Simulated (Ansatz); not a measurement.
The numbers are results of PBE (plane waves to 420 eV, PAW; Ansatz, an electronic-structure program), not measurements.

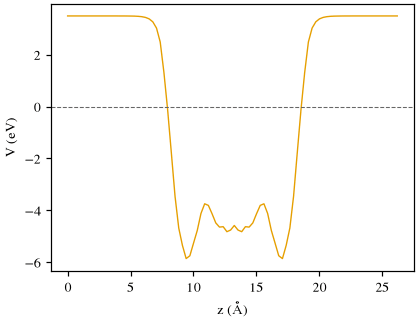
Figure. Electrostatic potential energy of an electron, averaged over planes parallel to the surface, in eV from the Fermi level, for the (21-32) surface of hcp Tl in its 1x1 cell, outermost plane spacing 0.72 Å in the ideal cut

Set-up: 20 atoms, 10.5 Å thick at the start (thin: gaps and levels are the slab's own); mesh 6x5x1; 0.1 eV smearing; dipole correction on; all atoms relaxed; start symmetry kept, larger cells not searched; no spin, no spin-orbit, no U.

The vacuum level lies 3.49 eV above the Fermi level over the top face and 3.49 eV above it under the bottom face.
